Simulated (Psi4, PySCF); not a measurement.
Two rigid molecules brought together: CF4 ··· F- (SMILES FC(F)(F)F and [F-]) (charge -1). Monomers: optimised at B3LYP-D3(BJ) (def2-TZVP), held rigid. Orientation: lowest of the rigid-body minima from ten starts at GFN2-xTB. The monomers approach along the line of their centres of mass (distance R); nothing else relaxes.

Geometry at R = 2.54 Å (first 5 atoms: monomer A):
```
6

F     -0.7693    -0.3039     1.0362
C      0.0000     0.0001    -0.0001
F     -0.3124     1.2105    -0.4427
F     -0.1902    -0.8874    -0.9667
F      1.2721    -0.0193     0.3733
F     -2.4401     0.0362    -0.7158
```

- SCS-MP2/aug-cc-pVDZ = Psi4 with DF-SCS-MP2/aug-cc-pVDZ, frozen core, counterpoise-corrected
- MP2/aug-cc-pVDZ = DF-MP2/aug-cc-pVDZ, frozen core, counterpoise-corrected run with Psi4
- PBE/def2-TZVPD, counterpoise-corrected (Psi4)
- RKS-BP86/6-31G* = PySCF 2.14.0 with restricted BP86/6-31G*, spherical d, no counterpoise correction
- PBE-D3(BJ)/def2-TZVPD, counterpoise-corrected (Psi4)

Interaction energies in kJ/mol (negative: bound); R is the distance of the centres of mass, d the F1···F6 distance.

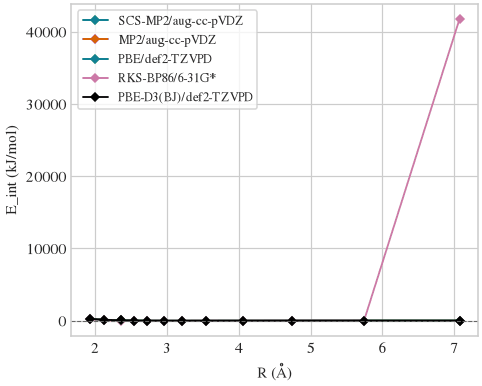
Interaction energy against separation.

```json
[
 {"R / Å": "1.92", "d / Å": "1.94", "SCS-MP2/aug-cc-pVDZ": "259.70", "MP2/aug-cc-pVDZ": "252.04", "PBE/def2-TZVPD": "236.92", "RKS-BP86/6-31G*": "151.19", "PBE-D3(BJ)/def2-TZVPD": "234.84"},
 {"R / Å": "2.12", "d / Å": "2.09", "SCS-MP2/aug-cc-pVDZ": "120.96", "MP2/aug-cc-pVDZ": "115.72", "PBE/def2-TZVPD": "109.17", "RKS-BP86/6-31G*": "32.08", "PBE-D3(BJ)/def2-TZVPD": "106.92"},
 {"R / Å": "2.35", "d / Å": "2.28", "SCS-MP2/aug-cc-pVDZ": "39.99", "MP2/aug-cc-pVDZ": "36.57", "PBE/def2-TZVPD": "34.04", "RKS-BP86/6-31G*": "-33.17", "PBE-D3(BJ)/def2-TZVPD": "31.88"},
 {"R / Å": "2.54", "d / Å": "2.44", "SCS-MP2/aug-cc-pVDZ": "8.23", "MP2/aug-cc-pVDZ": "5.80", "PBE/def2-TZVPD": "4.13", "RKS-BP86/6-31G*": "-53.93", "PBE-D3(BJ)/def2-TZVPD": "2.10"},
 {"R / Å": "2.72", "d / Å": "2.60", "SCS-MP2/aug-cc-pVDZ": "-6.37", "MP2/aug-cc-pVDZ": "-8.14", "PBE/def2-TZVPD": "-9.75", "RKS-BP86/6-31G*": "-58.67", "PBE-D3(BJ)/def2-TZVPD": "-11.64"},
 {"R / Å": "2.96", "d / Å": "2.81", "SCS-MP2/aug-cc-pVDZ": "-13.99", "MP2/aug-cc-pVDZ": "-15.15", "PBE/def2-TZVPD": "-16.85", "RKS-BP86/6-31G*": "-53.84", "PBE-D3(BJ)/def2-TZVPD": "-18.52"},
 {"R / Å": "3.21", "d / Å": "3.04", "SCS-MP2/aug-cc-pVDZ": "-15.34", "MP2/aug-cc-pVDZ": "-16.11", "PBE/def2-TZVPD": "-17.80", "RKS-BP86/6-31G*": "-43.12", "PBE-D3(BJ)/def2-TZVPD": "-19.21"},
 {"R / Å": "3.54", "d / Å": "3.34", "SCS-MP2/aug-cc-pVDZ": "-13.46", "MP2/aug-cc-pVDZ": "-13.92", "PBE/def2-TZVPD": "-15.56", "RKS-BP86/6-31G*": "-27.34", "PBE-D3(BJ)/def2-TZVPD": "-16.61"},
 {"R / Å": "4.05", "d / Å": "3.82", "SCS-MP2/aug-cc-pVDZ": "-9.26", "MP2/aug-cc-pVDZ": "-9.48", "PBE/def2-TZVPD": "-11.00", "RKS-BP86/6-31G*": "-10.81", "PBE-D3(BJ)/def2-TZVPD": "-11.60"},
 {"R / Å": "4.74", "d / Å": "4.48", "SCS-MP2/aug-cc-pVDZ": "-5.27", "MP2/aug-cc-pVDZ": "-5.36", "PBE/def2-TZVPD": "-6.47", "RKS-BP86/6-31G*": "-3.87", "PBE-D3(BJ)/def2-TZVPD": "-6.74"},
 {"R / Å": "5.74", "d / Å": "5.45", "SCS-MP2/aug-cc-pVDZ": "-2.47", "MP2/aug-cc-pVDZ": "-2.49", "PBE/def2-TZVPD": "-3.06", "RKS-BP86/6-31G*": "-1.71", "PBE-D3(BJ)/def2-TZVPD": "-3.14"},
 {"R / Å": "7.07", "d / Å": "6.75", "SCS-MP2/aug-cc-pVDZ": "-1.06", "MP2/aug-cc-pVDZ": "-1.07", "PBE/def2-TZVPD": "-1.30", "RKS-BP86/6-31G*": "41750.23", "PBE-D3(BJ)/def2-TZVPD": "-1.32"}
]
```

Lowest grid point: SCS-MP2/aug-cc-pVDZ -15.34 kJ/mol at R = 3.21 Å; MP2/aug-cc-pVDZ -16.11 kJ/mol at R = 3.21 Å; PBE/def2-TZVPD -17.80 kJ/mol at R = 3.21 Å; RKS-BP86/6-31G* -58.67 kJ/mol at R = 2.72 Å; PBE-D3(BJ)/def2-TZVPD -19.21 kJ/mol at R = 3.21 Å.
